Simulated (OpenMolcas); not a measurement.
# Excited-state calculation, with input and output: HF (part 3 of 3)

The same run, continued: HF; CASPT2/3-21G (OpenMolcas 26.06). The geometry comes from this level: PBE0-D4/def2-TZVP.

Geometry of the input (Å):
```
F  -0.3900  0.1446  -0.1964
H  0.3900  -0.1446  0.1964
```

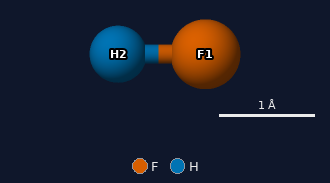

Fig. 1: The input geometry (ball-and-stick view, seen on its broad side; atoms are numbered from 1 in the order of the input).

**Log, continued**
```
--------------------------------------------------------------------------------
 H0 matrices have been computed.

********************************************************************************
  CASPT2 EQUATION SOLUTION
--------------------------------------------------------------------------------

  Total nr of CASPT2 parameters:
   Before reduction:         950
   After  reduction:         445

 Variance of |WF0>:       0.5480519148

 The contributions to the second order correlation energy in atomic units.
-----------------------------------------------------------------------------------------------------------------------------
  IT.      VJTU        VJTI        ATVX        AIVX        VJAI        BVAT        BJAT        BJAI        TOTAL       RNORM
-----------------------------------------------------------------------------------------------------------------------------
   1     0.000000    0.000000   -0.015199    0.000000    0.000000   -0.077928    0.000000    0.000000   -0.093127    0.000127
   2     0.000000    0.000000   -0.015199    0.000000    0.000000   -0.077939    0.000000    0.000000   -0.093138    0.000001
-----------------------------------------------------------------------------------------------------------------------------

  FINAL CASPT2 RESULT:

      Reference energy:         -99.0904809621
      E2 (Non-variational):      -0.0931376724
      Shift correction:          -0.0001606829
      E2 (Variational):          -0.0932983553
      Total energy:             -99.1837793174
      Residual norm:              0.0000000195
      Reference weight:           0.98253

      Contributions to the CASPT2 correlation energy
      Active & Virtual Only:         -0.0931376724
      One Inactive Excited:           0.0000000000
      Two Inactive Excited:           0.0000000000

++ Denominators, etc.
--------------------------------------------------------------------------------------------------------------
 Report on small energy denominators, large coefficients, and large energy contributions.
CASE  SYMM ACTIVE-MIX  NON-ACTIVE INDICES          DENOMINATOR     RHS VALUE       COEFFICIENT     CONTRIBUTION
ATVX     1  Mu1.0008  Se1.007                       2.01425122     -0.05180674      0.02607532     -0.00135088
ATVX     1  Mu1.0005  Se1.009                       2.79327684      0.06829528     -0.02515041     -0.00171765
BVATP    1  Mu1.0004  Se1.008 Se1.008               5.52142580     -0.18190199      0.03300833     -0.00600428
BVATP    1  Mu1.0006  Se1.010 Se1.008               5.80611225     -0.15184780      0.02619975     -0.00397838
BVATP    1  Mu1.0007  Se1.010 Se1.010               6.09127408      0.16734017     -0.02749844     -0.00460159
BVATM    1  Mu1.0004  Se1.009 Se1.008               5.64587297      0.16711461     -0.02975791     -0.00497298
BVATM    1  Mu1.0003  Se1.010 Se1.008               5.80628837     -0.18944992      0.03272524     -0.00619979
--

   (Skipping property calculation,
    use PROP keyword to activate)
********************************************************************************
 Compute H0 matrices for state    4
--------------------------------------------------------------------------------
--------------------------------------------------------------------------------
 H0 matrices have been computed.

********************************************************************************
  CASPT2 EQUATION SOLUTION
--------------------------------------------------------------------------------

  Total nr of CASPT2 parameters:
   Before reduction:         950
   After  reduction:         530

 Variance of |WF0>:       0.6221142637

 The contributions to the second order correlation energy in atomic units.
-----------------------------------------------------------------------------------------------------------------------------
  IT.      VJTU        VJTI        ATVX        AIVX        VJAI        BVAT        BJAT        BJAI        TOTAL       RNORM
-----------------------------------------------------------------------------------------------------------------------------
   1     0.000000    0.000000   -0.037580    0.000000    0.000000   -0.080960    0.000000    0.000000   -0.118540    0.000164
   2     0.000000    0.000000   -0.037584    0.000000    0.000000   -0.080975    0.000000    0.000000   -0.118559    0.000001
-----------------------------------------------------------------------------------------------------------------------------

  FINAL CASPT2 RESULT:

      Reference energy:         -98.8484619960
      E2 (Non-variational):      -0.1185593066
      Shift correction:          -0.0004131067
      E2 (Variational):          -0.1189724133
      Total energy:             -98.9674344093
      Residual norm:              0.0000000244
      Reference weight:           0.97183

      Contributions to the CASPT2 correlation energy
      Active & Virtual Only:         -0.1185593066
      One Inactive Excited:           0.0000000000
      Two Inactive Excited:           0.0000000000

++ Denominators, etc.
--------------------------------------------------------------------------------------------------------------
 Report on small energy denominators, large coefficients, and large energy contributions.
CASE  SYMM ACTIVE-MIX  NON-ACTIVE INDICES          DENOMINATOR     RHS VALUE       COEFFICIENT     CONTRIBUTION
ATVX     1  Mu1.0003  Se1.007                       1.11406696      0.06514194     -0.05596074     -0.00364539
ATVX     1  Mu1.0027  Se1.007                       3.03313761      0.10464372     -0.03440756     -0.00360053
ATVX     1  Mu1.0001  Se1.008                       1.91583605     -0.10065445      0.05187520     -0.00522147
ATVX     1  Mu1.0002  Se1.009                       1.91583674      0.10065444     -0.05187518     -0.00522147
ATVX     1  Mu1.0003  Se1.010                       2.17376713     -0.06764315      0.03032686     -0.00205140
BVATP    1  Mu1.0004  Se1.008 Se1.008               5.52087285     -0.16179054      0.02931189     -0.00474239
BVATP    1  Mu1.0006  Se1.009 Se1.008               5.52087293      0.15854942     -0.02873585     -0.00455605
BVATP    1  Mu1.0004  Se1.009 Se1.009               5.52087285     -0.16179054      0.02931189     -0.00474239
BVATM    1  Mu1.0003  Se1.009 Se1.008               5.52087293     -0.23633574      0.04286191     -0.01012980
--

   (Skipping property calculation,
    use PROP keyword to activate)
--

  Total CASPT2 energies:

  State-specific CASPT2 energies obtained using
  rotated states do not have a well-defined physical
  meaning, however they can be extracted from the
  diagonal of the effective Hamiltonian.

++ Multi-State CASPT2 section:
********************************************************************************
  MULTI-STATE CASPT2 SECTION
--------------------------------------------------------------------------------

  Effective Hamiltonian matrix (Symmetric):

                1               2               3               4
   1       -99.57522429
   2        -0.00000000    -99.18377932
   3         0.00000000      0.00000000    -99.18377932
   4        -0.08690230      0.00000000      0.00000000    -98.99361256

       Total XMS-CASPT2 energies:
::    XMS-CASPT2 Root  1     Total energy:    -99.58793130
::    XMS-CASPT2 Root  2     Total energy:    -99.18377932
::    XMS-CASPT2 Root  3     Total energy:    -99.18377932
::    XMS-CASPT2 Root  4     Total energy:    -98.98090556

       Eigenvectors:
            0.98947803      0.00000000      0.00000000     -0.14468317
           -0.00000000     -0.27420251      0.96167197      0.00000000
           -0.00000000      0.96167197      0.27420251      0.00000000
            0.14468317     -0.00000000     -0.00000000      0.98947803

       In terms of the input states:
            0.99794851      0.00000000      0.00000000      0.06402158
           -0.00000000     -0.13808113      0.99042092      0.00000000
           -0.00000000      0.99042092      0.13808113      0.00000000
           -0.06402158     -0.00000000     -0.00000000      0.99794851

--

  THE ORIGINAL CI ARRAYS ARE NOW MIXED AS LINEAR
  COMBINATIONS, GIVEN BY THE EIGENVECTORS.
  A NEW JOBIPH FILE NAMED 'JOBMIX' IS PREPARED.
********************************************************************************

++ Mixed CI coefficients:
  The CI coefficients for the MIXED state nr.   1
--------------------------------------------------------------------------------
 CI COEFFICIENTS LARGER THAN  5.00E-02
  Occupation of active orbitals, and spin coupling
  of open shells. (u,d: Spin up or down).
  SGUGA info is (Midvert:IsyUp:UpperWalk/LowerWalk)
        Conf  SGUGA info        Occupation    Coefficient         Weight
           1  ( 1:1:   1/   1)   22220           0.969624       0.940172
           7  ( 2:1:   1/   1)   2u22d           0.232104       0.053872
          10  ( 2:1:   1/   2)   u222d          -0.061862       0.003827

  The CI coefficients for the MIXED state nr.   2
--------------------------------------------------------------------------------
 CI COEFFICIENTS LARGER THAN  5.00E-02
  Occupation of active orbitals, and spin coupling
  of open shells. (u,d: Spin up or down).
  SGUGA info is (Midvert:IsyUp:UpperWalk/LowerWalk)
        Conf  SGUGA info        Occupation    Coefficient         Weight
           2  ( 1:1:   2/   1)   222ud          -0.424790       0.180446
           3  ( 1:1:   3/   1)   22u2d          -0.904048       0.817304

  The CI coefficients for the MIXED state nr.   3
--------------------------------------------------------------------------------
 CI COEFFICIENTS LARGER THAN  5.00E-02
  Occupation of active orbitals, and spin coupling
  of open shells. (u,d: Spin up or down).
  SGUGA info is (Midvert:IsyUp:UpperWalk/LowerWalk)
        Conf  SGUGA info        Occupation    Coefficient         Weight
           2  ( 1:1:   2/   1)   222ud           0.904048       0.817304
           3  ( 1:1:   3/   1)   22u2d          -0.424790       0.180446

  The CI coefficients for the MIXED state nr.   4
--------------------------------------------------------------------------------
 CI COEFFICIENTS LARGER THAN  5.00E-02
  Occupation of active orbitals, and spin coupling
  of open shells. (u,d: Spin up or down).
  SGUGA info is (Midvert:IsyUp:UpperWalk/LowerWalk)
        Conf  SGUGA info        Occupation    Coefficient         Weight
           1  ( 1:1:   1/   1)   22220          -0.230896       0.053313
           7  ( 2:1:   1/   1)   2u22d           0.972555       0.945864

--

--- Stop Module: caspt2 /rc=_RC_ALL_IS_WELL_ ---

--- Start Module: rassi ---

                                               &RASSI

                       available to each process: 1.9 GB of memory, 1 thread

      ********************************************************************************
      *                             General data section                             *
      ********************************************************************************

   Specific data for JOBIPH file JOBMIX
   -------------------------------------

   Header from SEWARD:

   CASSCF title (first line only):
       (No title given)

  STATE IRREP:                1
  SPIN MULTIPLICITY:          1
  ACTIVE ELECTRONS:           8
  MAX RAS1 HOLES:             0
  MAX RAS3 ELECTRONS:         0
  NR OF CONFIG:              15
 ###############################################################################
 ###    WARNING: EJOB used when HEFF is available, possible                  ###
 ###    extra interaction between states is ignored!                         ###
 ###############################################################################

   The following data are common to all the states:
   ------------------------------------------------
   (note: frozen counts as inactive, deleted as secondary)

      Nr of irreps: 1

                 Total     No./Irrep
      Irrep                  1
                             a

      INACTIVE       1       1
      ACTIVE         5       5
      SECONDARY      5       5
      BASIS         11      11

      RAS1           0       0
      RAS2           5       5
      RAS3           0       0

        MATRIX ELEMENTS WILL BE COMPUTED FOR THE FOLLOWING ONE-ELECTRON OPERATORS, UNLESS ZERO BY SYMMETRY.
   (Herm=Hermitian, Anti=Antihermitian, Sing=Singlet operator, Trip=Triplet operator)
     MLTPL  0   1 (HERMSING)     MLTPL  1   1 (HERMSING)     MLTPL  1   2 (HERMSING)
     MLTPL  1   3 (HERMSING)     MLTPL  2   1 (HERMSING)     MLTPL  2   2 (HERMSING)
     MLTPL  2   3 (HERMSING)     MLTPL  2   4 (HERMSING)     MLTPL  2   5 (HERMSING)
     MLTPL  2   6 (HERMSING)     VELOCITY   1 (ANTISING)     VELOCITY   2 (ANTISING)
     VELOCITY   3 (ANTISING)     ANGMOM     1 (ANTISING)     ANGMOM     2 (ANTISING)
     ANGMOM     3 (ANTISING)     MLTPV  2   1 (ANTISING)     MLTPV  2   2 (ANTISING)
     MLTPV  2   3 (ANTISING)     MLTPV  2   4 (ANTISING)     MLTPV  2   5 (ANTISING)
     MLTPV  2   6 (ANTISING)

       EIGENSTATES OF A SPIN-FREE HAMILTONIAN WILL BE COMPUTED BASED ON:

  a Hamiltonian matrix assumed to be diagonal with energies read from the wavefunction file(s).

  Nr of states:                    4

   State:        1   2   3   4
  JobIph:        1   1   1   1
 Root nr:        1   2   3   4

  HAMILTONIAN MATRIX FOR THE ORIGINAL STATES:

  Diagonal, with energies
    -99.58793130    -99.18377932    -99.18377932    -98.98090556

      OVERLAP MATRIX FOR THE ORIGINAL STATES:

  Diagonal, with elements
      1.00000000      1.00000000      1.00000000      1.00000000

::    RASSI State    1     Total energy:     -99.58793129536456
::    RASSI State    2     Total energy:     -99.18377931744278
::    RASSI State    3     Total energy:     -99.18377931674647
::    RASSI State    4     Total energy:     -98.98090555637469

      ****************************************************************************************************
      *                                         Spin-free section                                        *
      *                 Note: index according to input order, order according to energy.                 *
      ****************************************************************************************************

  SPIN-FREE ENERGIES:
  (Shifted by EMIN (a.u.) =        -99.5879312954)

 SF State       Relative EMIN(au)   Rel lowest level(eV)    D:o, cm**(-1)

     1             0.0000000000        0.0000000000              0.0000
     2             0.4041519779       10.9975355733          88701.1064
     3             0.4041519786       10.9975355923          88701.1065
     4             0.6070257390       16.5180118449         133226.7503

++ Dipole transition strengths (spin-free states):
   -----------------------------------------------
     for osc. strength at least  1.00000000E-05

      From   To        Osc. strength     Einstein coefficients Ax, Ay, Az (sec-1)    Total A (sec-1)
     -----------------------------------------------------------------------------------------------
         1    2       3.82558532E-03  7.23199440E+05  1.74342337E+07  1.91953792E+06  2.00769710E+07
         1    3       3.82558533E-03  4.92104311E+06  6.58672715E+05  1.44972553E+07  2.00769711E+07
         1    4       4.17896601E-01  3.55667501E+09  4.88935490E+08  9.01982129E+08  4.94759263E+09
         2    4       1.94805433E-03  9.27947912E+04  2.23701234E+06  2.46298754E+05  2.57610589E+06
         3    4       1.94805433E-03  6.31426320E+05  8.45152702E+04  1.86016427E+06  2.57610586E+06
     -----------------------------------------------------------------------------------------------
--

++ Velocity transition strengths (spin-free states):
   -------------------------------------------------
     for osc. strength at least  1.00000000E-05

      From   To        Osc. strength     Einstein coefficients Ax, Ay, Az (sec-1)    Total A (sec-1)
     -----------------------------------------------------------------------------------------------
         1    2       5.78227797E-02  1.09309814E+07  2.63514147E+08  2.90133429E+07  3.03458471E+08
         1    3       5.78227796E-02  7.43803541E+07  9.95567579E+06  2.19122442E+08  3.03458472E+08
         1    4       4.33610600E-01  3.69041525E+09  5.07320736E+08  9.35899004E+08  5.13363499E+09
         2    4       5.90065102E-02  2.81075158E+06  6.77590400E+07  7.46038223E+06  7.80301738E+07
         3    4       5.90065104E-02  1.91258854E+07  2.55996514E+06  5.63443231E+07  7.80301736E+07
     -----------------------------------------------------------------------------------------------
--

++ Length and velocity gauge comparison (spin-free states):
   --------------------------------------------------------

 --------------------------------------------------
 A comparison between the dipole oscillator strengths in
 length and velocity gauge will be performed

     All dipole oscillator differences above the tolerance of   1.00000000E-01  will be printed

 Due to basis set deficiency these oscillator may be problematic

 The tolerance is defined as ABS(1-O_l/O_v)
 O_l : dipole oscillator strength in length gauge
 O_p : dipole oscillator strength in velocity gauge
 --------------------------------------------------

  Problematic transitions have been found

      From   To       Difference (%) Osc. st. (len.) Osc. st. (vel.)
     ---------------------------------------------------------------
         1    2            93.383948  3.82558532E-03  5.78227797E-02
         1    3            93.383948  3.82558533E-03  5.78227796E-02
         2    4            96.698577  1.94805433E-03  5.90065102E-02
         3    4            96.698577  1.94805433E-03  5.90065104E-02
     ---------------------------------------------------------------

 Number of problematic transitions =                     4

--

 Electric-dipole - electric-octupole not included
 Electric-dipole - magnetic-quadrupole not included

      ****************************************************************************************************
      *                                    Special properties section                                    *
      ****************************************************************************************************

--- Stop Module: rassi /rc=_RC_ALL_IS_WELL_ ---

.##################.
.# Happy landing! #.
.##################.

    Timing: Wall=2.33 User=1.86 System=0.46
```

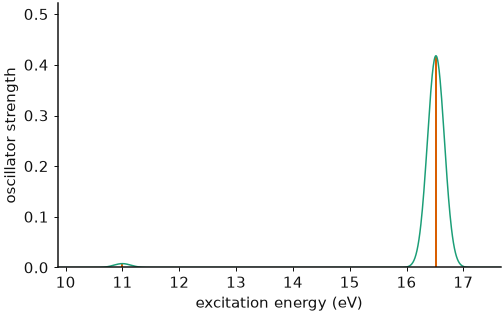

Fig. 2: Computed excitations as sticks (degenerate states added up, dark ones marked on the axis), with a Gaussian envelope of 0.35 eV full width at half maximum, scaled to the tallest. Of the 3 states the lowest lies at 11.00 eV (f = 0.004); the strongest line is at 16.52 eV, or 75 nm (f = 0.418).

**Results in brief**

```json
{"quantity": "outcome", "value": "converged"}
{"quantity": "total energy", "value": "−99.587931 hartree"}
{"quantity": "CASSCF energy", "value": "−99.455090 hartree"}
{"quantity": "basis functions", "value": "11"}
{"quantity": "lowest singlet excitation", "value": "11.00 eV"}
{"quantity": "wall time", "value": "2.5 s"}
{"quantity": "peak memory", "value": "0.37 GiB"}
```
